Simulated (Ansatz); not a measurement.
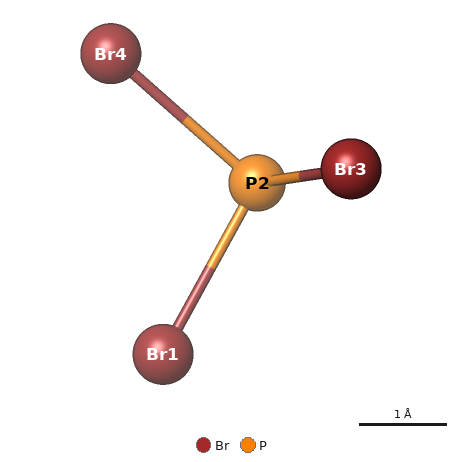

Orthographic view. Distant atoms are faded towards the background colour. The computed structure is the end point of a PBE-D4/def2-SVP optimisation. No frequency run is at hand to confirm it as a minimum.

Write a Z-matrix (Å, degrees) in the order of the atom numbers, with these reference atoms: 2 to 1; 3 to 2, 1; 4 to 2, 1, 3.

```
Br 
P    1   2.264
Br   2   2.264   1   101.9
Br   2   2.264   1   101.9   3  -105.1
```
